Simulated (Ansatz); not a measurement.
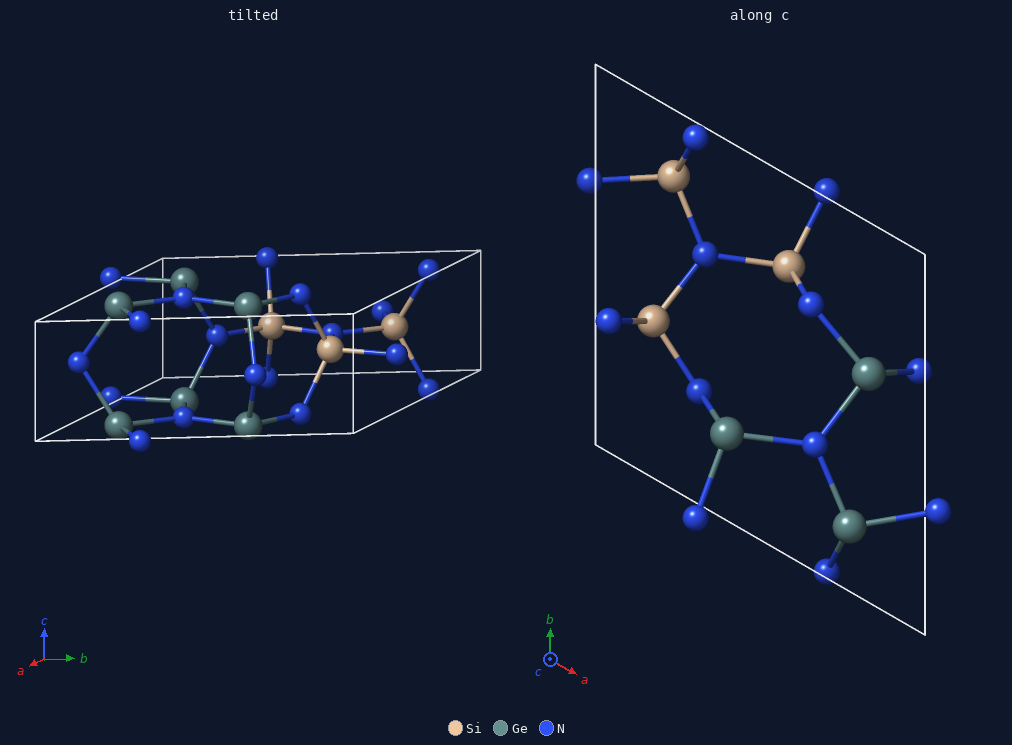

Shown here is a ball-and-stick view of the crystal, taken slightly off an axis and along the c axis. The outline marks the conventional unit cell.

Si3Ge3N8, space group P-6 (No. 174), a = 7.821 Å, b = 7.821 Å, c = 2.990 Å, α = 90.00°, β = 90.00°, γ = 120.00°. Its origin is a structure type filled with these elements by a generator (whether the compound takes this form wasn't checked). Earlier steps of the study may have refined or changed the cell and positions. It went into a calculation with Ansatz.

This one geometry was computed with Ansatz (DFT, plane waves, PAW) at five levels of theory: PBE0, PBE, HSE06, r2SCAN and PBE with spin-orbit coupling. It was relaxed beforehand with r2SCAN.

Q: Which level gives the highest pressure at this volume, and what does that say about its equilibrium volume?

A: Highest: PBE (6.1 GPa) and PBE with spin-orbit coupling (6.1 GPa), which points to the largest equilibrium volume. Lowest, with the smallest volume: PBE0 (-0.8 GPa) and HSE06 (-0.6 GPa). Levels within 0.5 GPa of each other can't be told apart.

Q: How does the band gap change with the level of theory?

A: PBE: a gap of 3.27 eV, direct; PBE with spin-orbit coupling: a gap of 3.27 eV, direct; r2SCAN: a gap of 3.79 eV, direct; HSE06: a gap of 4.82 eV, direct; PBE0: a gap of 5.57 eV, direct.

Q: Collect the results in a table.

A:
| level | cutoff (eV) | k-mesh of the run's cell | gap (eV) | pressure (GPa) |
| --- | --- | --- | --- | --- |
| PBE0 | 420 | 3×3×6 | 5.57 | -0.8 |
| PBE | 420 | 6×6×8 | 3.27 | 6.1 |
| HSE06 | 420 | 3×3×6 | 4.82 | -0.6 |
| r2SCAN | 500 | 6×6×8 | 3.79 | 0.0 |
| PBE with spin-orbit coupling | 420 | 6×6×8 | 3.27 | 6.1 |

Gaps are taken on the k-mesh or band path of each run.
